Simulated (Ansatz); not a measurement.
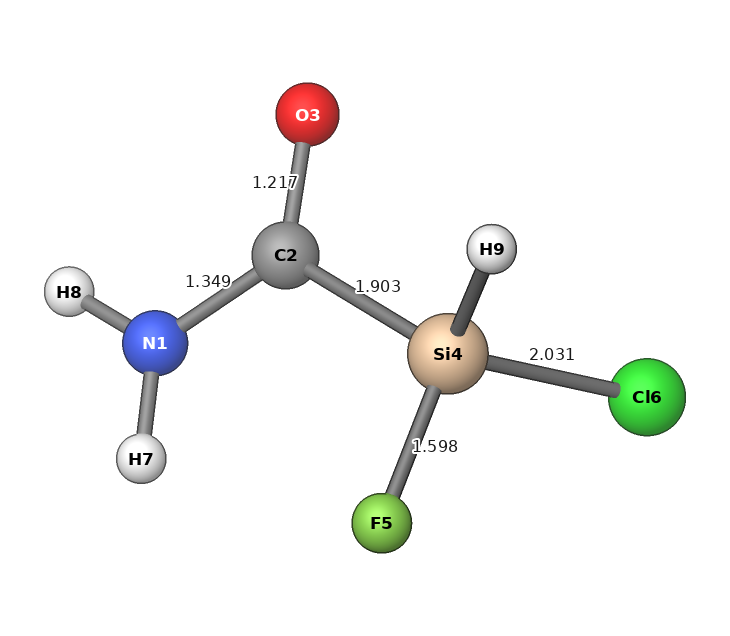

The numbers beside the sticks are distances in Å. Sticks don't show bond order. The computed structure is the end point of a PBE0-D4/def2-TZVP optimisation. No frequency run is at hand to confirm it as a minimum.

Question: Which of the marked bonds are single, double, triple or aromatic?

Answer: N1–C2 single; C2–O3 double; C2–Si4 single; Si4–F5 single; Si4–Cl6 single.

Question: Give the structure as SMILES.

Answer: NC(=O)[Si@@H](F)Cl
